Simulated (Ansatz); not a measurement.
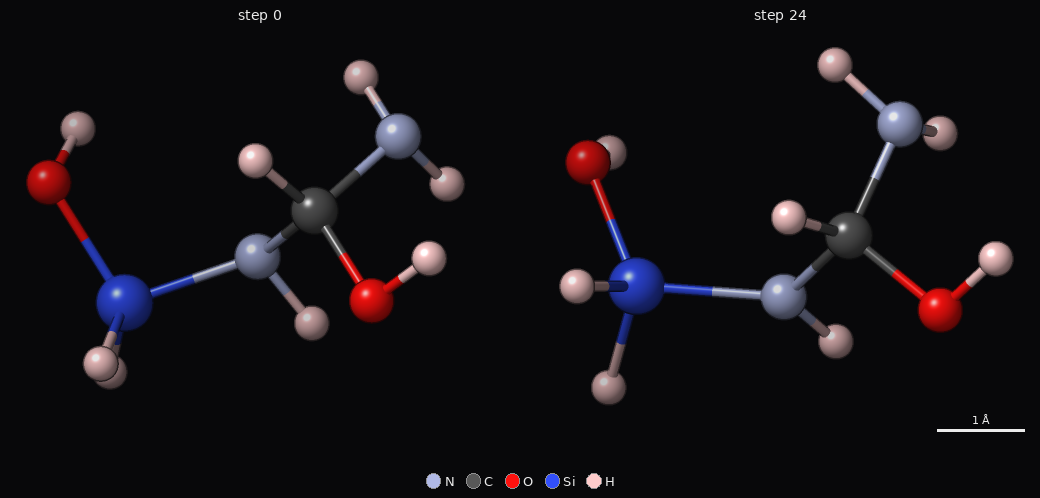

The structure of CH$_{8}$N$_{2}$O$_{2}$Si before (left) and after (right) a relaxation, at one scale.

The picture is a ball-and-stick view, seen at a tilt.

The run prepares an end point of a later path (hydrogen shift) calculation, from a guessed geometry.

The calculation used Ansatz, RKS PBE/6-31G*. (no spin polarisation; force threshold 0.02 eV/Å; at most 50 steps)

> What changed between the two?

The atom that moves furthest after the best rigid fit is an H atom (1.03 Å). By element the largest moves are H 1.03 Å, O 0.61 Å, N 0.53 Å, C 0.35 Å, Si 0.22 Å. Among the contacts that change: N–Si 1.635 → 1.733 Å, C–N 1.387 → 1.466 Å, H–N 0.958 → 1.028 Å, H–Si 1.440 → 1.502 Å. Among the angles between lasting bonds that change: N–Si–O 103.3° → 117.2°, Si–N–H 108.6° → 121.3°, N–C–N 105.6° → 117.8°. Groups turn about O–Si by about 20°. After 24 geometry steps the energy has fallen by 26.2 kcal/mol. The largest force component goes from 3.2 to 0.0094 eV/Å. Cost: 93 s on 2 threads of Intel(R) Xeon(R) Platinum 8259CL CPU @ 2.50GHz (Skylake/Cascade Lake) (shared host), peak memory 0.18 GiB.
